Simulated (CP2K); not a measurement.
# GeSiNH5ClF (SMILES F[SiH](Cl)[NH][GeH3]) at GFN2-xTB

What is the vertical ionisation energy of GeSiNH5ClF at GFN2-xTB? 

The calculation is run with CP2K 2026.2.

## Step 1: The system as given

The species is GeSiNH5ClF (10 atoms), meant as a singlet with charge 0. SMILES: `F[SiH](Cl)[NH][GeH3]`. The shape comes from a force field and isn't a relaxed structure. This is one conformer, not always the lowest.

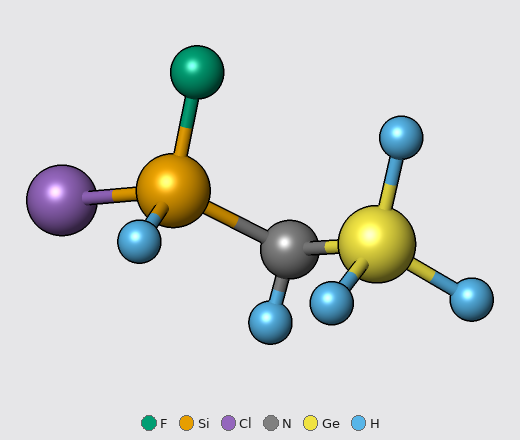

The structure, seen from a chosen angle (fluorine teal, silicon amber, chlorine purple, nitrogen grey, germanium yellow, hydrogen blue).

## Step 2: Energy and gradient at GFN2-xTB

File gas.inp:

```
&FORCE_EVAL
 METHOD QS
 &DFT
  &QS
   METHOD XTB
   EPS_DEFAULT 1.0E-10
   &XTB
    GFN_TYPE TBLITE
    &TBLITE
     METHOD GFN2
    &END TBLITE
    CHECK_ATOMIC_CHARGES F
   &END XTB
  &END QS
  &POISSON
   PERIODIC NONE
   POISSON_SOLVER ANALYTIC
  &END POISSON
  &SCF
   SCF_GUESS ATOMIC
   EPS_SCF 1.0E-07
   MAX_SCF 150
   ADDED_MOS 2
   &DIAGONALIZATION
    ALGORITHM STANDARD
   &END DIAGONALIZATION
   &MIXING
    METHOD DIRECT_P_MIXING
    ALPHA 0.4
   &END MIXING
   &SMEAR ON
    METHOD FERMI_DIRAC
    ELECTRONIC_TEMPERATURE [K] 300
   &END SMEAR
  &END SCF
  &PRINT
   &MOMENTS
    PERIODIC F
    REFERENCE COM
    MAX_MOMENT 1
   &END MOMENTS
   &MO ON
    ENERGIES T
    OCCUPATION_NUMBERS T
    NDIGITS 6
    &EACH
     QS_SCF 0
    &END EACH
    ADD_LAST NUMERIC
   &END MO
   &HIRSHFELD OFF
   &END HIRSHFELD
  &END PRINT
 &END DFT
 &SUBSYS
  &CELL
   ABC 21.6 18.8 19.4
   PERIODIC NONE
  &END CELL
  &COORD
   UNIT bohr
   F     -3.5997393     0.0466762    -2.4231958
   Si    -2.6518527    -0.1653510     0.5495324
   Cl    -5.3023825    -2.2924268     2.6116015
   N      0.4968090    -1.7016984     0.5570913
   Ge     2.6578998     0.3994881    -1.0797895
   H     -2.4041096     2.3888028     1.7005645
   H      0.9766105    -1.8432389     2.4568329
   H      1.9031432     0.8626600    -3.8393566
   H      5.3205239    -0.7817797    -0.9202966
   H      2.7603230     2.9903026     0.3924961
  &END COORD
  &TOPOLOGY
   &CENTER_COORDINATES
   &END CENTER_COORDINATES
  &END TOPOLOGY
 &END SUBSYS
 &PRINT
  &FORCES ON
  &END FORCES
 &END PRINT
&END FORCE_EVAL
&GLOBAL
 PROJECT_NAME gas
 RUN_TYPE ENERGY_FORCE
 PRINT_LEVEL MEDIUM
&END GLOBAL
```

Started as:

```
$ OMP_NUM_THREADS=1 cp2k.psmp -i gas.inp > gas.out 2>&1
```

Output:

```text
CP2K| version string:                                       CP2K version 2026.2
[...]
 GLOBAL| Method name                                                        CP2K
[...]
 GLOBAL| Run type                                                   ENERGY_FORCE
[...]
                             - Atoms:                                         10
[...]
                             - Spherical basis functions:                     40
[...]
 Number of electrons:                                                         32
[...]
  *** SCF run converged in    26 steps ***
[...]
  Fermi energy:                                                -0.23857278491994
[...]
 TB_DIPOLE| Moment [Debye]          1.78227449       1.54778940       0.72391318
 TB_DIPOLE| Derivative [a.u.]       0.00000000       0.00000000       0.00000000
[...]
 ENERGY| Total FORCE_EVAL ( QS ) energy [hartree]            -18.518827741642880
 FORCES| Atomic forces [hartree/bohr]
 FORCES|   Atom     x               y               z               |f|
 FORCES|      1  1.05536544E-02 -1.91361158E-03  2.92408471E-02   3.11459254E-02
 FORCES|      2  1.03148607E-02 -1.94126254E-02 -3.54973653E-04   2.19857313E-02
 FORCES|      3  1.99583130E-02  1.37558369E-02 -1.62795928E-02   2.91990145E-02
 FORCES|      4 -4.49555007E-02  1.95338599E-02  1.93479453E-02   5.26964108E-02
 FORCES|      5  2.12144560E-02  1.47014032E-02 -5.62513782E-03   2.64164073E-02
 FORCES|      6 -6.65082801E-03 -1.05271954E-02 -9.21432950E-03   1.54906173E-02
 FORCES|      7 -1.77553817E-03 -4.87253635E-03 -1.91437352E-02   1.98337274E-02
 FORCES|      8  1.03691318E-03 -3.32334755E-03  1.17879170E-02   1.22912496E-02
 FORCES|      9 -9.80437227E-03  3.03312707E-03 -7.56929822E-04   1.02907006E-02
 FORCES|     10  1.08041805E-04 -1.09749108E-02 -9.00201067E-03   1.41949476E-02
 FORCES| Sum     9.00023328E-17  5.20417043E-18  7.45931095E-17
 FORCES| Total atomic force                                       1.17011261E-16
[...]
```

It took 0.53 s on 1 thread of Arm Neoverse N1, shared host; peak memory 0.14 GiB.

## Step 3: The doublet cation at the same level

File mol.inp:

```
&FORCE_EVAL
    METHOD QS
    &DFT
        CHARGE 1
        MULTIPLICITY 2
        UKS T
        ! Quickstep
        &QS
            METHOD XTB
            EPS_DEFAULT 1.0E-10
            &XTB
                GFN_TYPE TBLITE
                &TBLITE
                    METHOD GFN2
                &END TBLITE
                CHECK_ATOMIC_CHARGES F
            &END XTB
        &END QS
        ! no periodic images
        &POISSON
            PERIODIC NONE
            POISSON_SOLVER ANALYTIC
        &END POISSON
        &SCF
            SCF_GUESS ATOMIC
            EPS_SCF 1.0E-07
            MAX_SCF 150
            ADDED_MOS 8
            &DIAGONALIZATION
                ALGORITHM STANDARD
            &END DIAGONALIZATION
            &MIXING
                METHOD DIRECT_P_MIXING
                ALPHA 0.4
            &END MIXING
            &SMEAR ON
                METHOD FERMI_DIRAC
                ELECTRONIC_TEMPERATURE [K] 300
            &END SMEAR
        &END SCF
        ! extra output
        &PRINT
            &MOMENTS
                PERIODIC F
                REFERENCE COM
                MAX_MOMENT 1
            &END MOMENTS
            &MO ON
                ENERGIES T
                OCCUPATION_NUMBERS T
                NDIGITS 6
                &EACH
                    QS_SCF 0
                &END EACH
                ADD_LAST NUMERIC
            &END MO
            &HIRSHFELD OFF
            &END HIRSHFELD
        &END PRINT
    &END DFT
    &SUBSYS
        ! box in angstrom
        &CELL
            ABC 21.6 18.8 19.4
            PERIODIC NONE
        &END CELL
        &COORD
            UNIT bohr
            F     -3.5997393     0.0466762    -2.4231958
            Si    -2.6518527    -0.1653510     0.5495324
            Cl    -5.3023825    -2.2924268     2.6116015
            N      0.4968090    -1.7016984     0.5570913
            Ge     2.6578998     0.3994881    -1.0797895
            H     -2.4041096     2.3888028     1.7005645
            H      0.9766105    -1.8432389     2.4568329
            H      1.9031432     0.8626600    -3.8393566
            H      5.3205239    -0.7817797    -0.9202966
            H      2.7603230     2.9903026     0.3924961
        &END COORD
        &TOPOLOGY
            &CENTER_COORDINATES
            &END CENTER_COORDINATES
        &END TOPOLOGY
    &END SUBSYS
    &PRINT
        &FORCES ON
        &END FORCES
    &END PRINT
&END FORCE_EVAL
&GLOBAL
    PROJECT mol
    RUN_TYPE ENERGY_FORCE
    PRINT_LEVEL MEDIUM
&END GLOBAL
```

Started as:

```
$ OMP_NUM_THREADS=1 cp2k.psmp -i mol.inp -o mol.out
```

Output:

```text
CP2K| version string:                                       CP2K version 2026.2
[...]
 GLOBAL| Method name                                                        CP2K
[...]
 GLOBAL| Run type                                                   ENERGY_FORCE
[...]
                             - Atoms:                                         10
[...]
                             - Spherical basis functions:                     40
[...]
 Number of electrons:                                                         16
[...]
  *** SCF run converged in    37 steps ***
[...]
  Fermi energy:                                                -0.61347549813029
[...]
 TB_DIPOLE| Moment [Debye]          2.88661475       2.29871085       2.07001686
 TB_DIPOLE| Derivative [a.u.]       0.00000000       0.00000000       0.00000000
[...]
 ENERGY| Total FORCE_EVAL ( QS ) energy [hartree]            -18.002857219638337
 FORCES| Atomic forces [hartree/bohr]
 FORCES|   Atom     x               y               z               |f|
 FORCES|      1  1.70367078E-02 -2.79844714E-03  3.62412542E-02   4.01436075E-02
 FORCES|      2 -2.28143137E-02 -1.79065011E-02 -9.73588372E-03   3.05928606E-02
 FORCES|      3  1.99640802E-02  1.27684079E-02 -1.52799267E-02   2.81970371E-02
 FORCES|      4 -2.96409662E-02  3.11607208E-02  2.25808562E-02   4.85744014E-02
 FORCES|      5  2.41869534E-02  5.54698562E-03 -2.38038733E-02   3.43860749E-02
 FORCES|      6 -3.04808470E-03 -1.04020411E-02 -7.24255166E-03   1.30364042E-02
 FORCES|      7 -4.64420332E-04 -1.00080054E-02 -1.54034743E-02   1.83750613E-02
 FORCES|      8 -7.97526762E-04 -2.99924646E-03  1.12808284E-02   1.16999410E-02
 FORCES|      9 -6.45631305E-03  3.16939976E-03  2.82680232E-03   7.72786415E-03
 FORCES|     10  2.03388339E-03 -8.53127293E-03 -1.46403150E-03   8.89172018E-03
 FORCES| Sum    -4.77048956E-17  4.16333634E-17  1.69352379E-16
 FORCES| Total atomic force                                       1.80801887E-16
[...]
```

Run time: 0.64 s. Hardware: 1 thread of Arm Neoverse N1, shared host; peak memory 0.14 GiB.

## Step 4: Summary of results

At GFN2-xTB:

| quantity | value |
| --- | --- |
| singlet GeSiNH5ClF: total energy | -18.51883 Eh |
| singlet GeSiNH5ClF: dipole moment (from atomic charges alone) | 2.47 D |
| singlet GeSiNH5ClF: HOMO energy | -11.27 eV |
| singlet GeSiNH5ClF: LUMO energy | -5.61 eV |
| singlet GeSiNH5ClF: HOMO–LUMO gap | 5.66 eV |
| singlet GeSiNH5ClF: largest force on an atom | 2.710 eV/Å |
| doublet cation: total energy | -18.00286 Eh |
| doublet cation: HOMO energy (highest over α and β) | -16.77 eV |
| doublet cation: LUMO energy (lowest over α and β) | -16.63 eV |
| doublet cation: largest force on an atom | 2.498 eV/Å |
| vertical ionisation energy (to the doublet cation) | 14.040 eV |

**Reading.** Removing an electron at fixed nuclei costs 14.04 eV (324 kcal/mol). The largest force (singlet GeSiNH5ClF) is 2.71 eV/Å: the shape isn't a stationary point for this species at this level. No empirical shift is applied, and without it xTB methods put this difference several eV too high. The dipole (singlet GeSiNH5ClF) comes from point charges on the atoms alone, without atomic dipoles, so it is partial.
